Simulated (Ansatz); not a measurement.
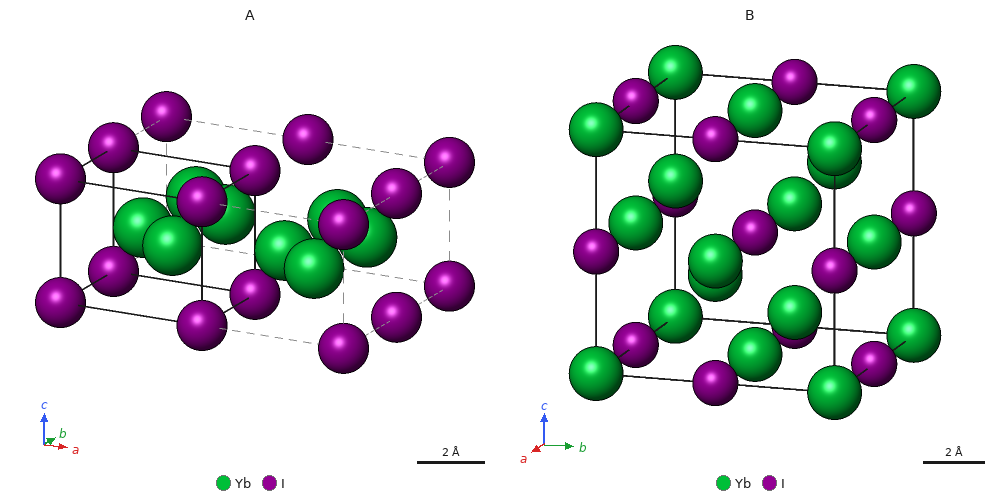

Two structures of Yb$_{2}$I, each relaxed to rest (conventional cells in solid outline, small ones repeated, not to one scale). Method: DFT PBE, scalar-relativistic, plane waves, PAW (Ansatz 0.2.0), without spin polarisation (spin-restricted runs, not always the ground states).

What are A and B?

Answer. A: AlB₂ type, P6/mmm. B: 12 atoms a cell on a face-centred cubic lattice, F-43m.

Which has the lower energy, and by how much?

Answer. A is lower, by 90 meV/atom at this level of theory (energies at zero smearing). Volumes: A 39.8, B 48.5 Å³/atom.

One or both may be structure types tried for this composition rather than known phases.
